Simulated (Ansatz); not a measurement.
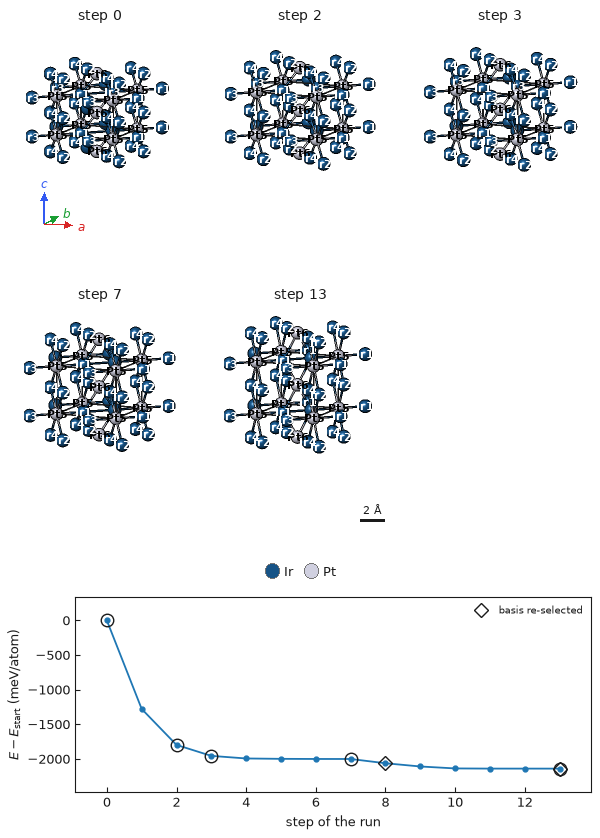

Frames of a relaxation of a crystal of Ir2Pt (built on the rutile_136 type) (coarse preliminary run), marked on the history of the run. Style: ball-and-stick. Shown: the cell of the calculation, slightly off an axis.

Case: rutile type (P4_2/mnm, No. 136).

Theory: DFT PBE, scalar-relativistic, plane waves, PAW (Ansatz 0.2.0). Set-up: plane-wave cutoff 420 eV; k-point mesh 4 × 4 × 6; occupations gaussian; smearing width 0.1 eV; no spin polarisation; cell and atoms relaxed; force threshold 0.04 eV/Å; at most 70 steps.

What happens along the run?

Answer. Over 11 accepted moves (13 points after the start) the energy falls by 2139 meV per atom. The largest force component goes from 3.7 to 0.013 eV/Å. The pressure goes from 138.40 to 0.02 GPa. At 2 points the geometry stayed and the basis and grid were re-selected for the new cell (energy shift of 61.5 meV per atom at most each time). The largest moves relative to the cell, 0.18 Å, are those of Ir1, Ir2, Ir3 and Ir4. Ir1 goes along [1 1 0]. Pt stays in place. The volume changes by +37.0 %, with a = b 5.177 → 5.236 Å (+1.1 %), c 3.335 → 4.467 Å (+33.9 %). Near-neighbour distances that change, for instance: Ir1–Pt6 2.190 → 2.563 Å, Ir1–Ir3 2.841 → 2.514 Å, Ir1–Pt5 2.240 → 2.445 Å. Bond angles that change, for instance: Ir1–Pt6–Ir3 80.9° → 58.7°, Ir1–Pt6–Ir1 99.1° → 121.3°, Pt5–Ir2–Pt5 99.1° → 121.3°. The space group stays P4_2/mnm (No. 136). Cost: 2 min on 1 thread of Intel(R) Xeon(R) Platinum 8375C CPU @ 2.90GHz (Ice Lake) (shared host), peak memory 0.53 GiB. From step 0 to 2: Ir atoms move most (0.04 Å), volume +25.1 %, energy −1797 meV per atom. From step 2 to 3: Ir atoms move most (0.03 Å), volume +7.0 %, energy −158 meV per atom. From step 3 to 7: Ir atoms move most (0.10 Å), volume +1.8 %, energy −44.7 meV per atom. From step 7 to 13: Ir atoms move most (0.10 Å), volume +0.6 %, energy −139 meV per atom.
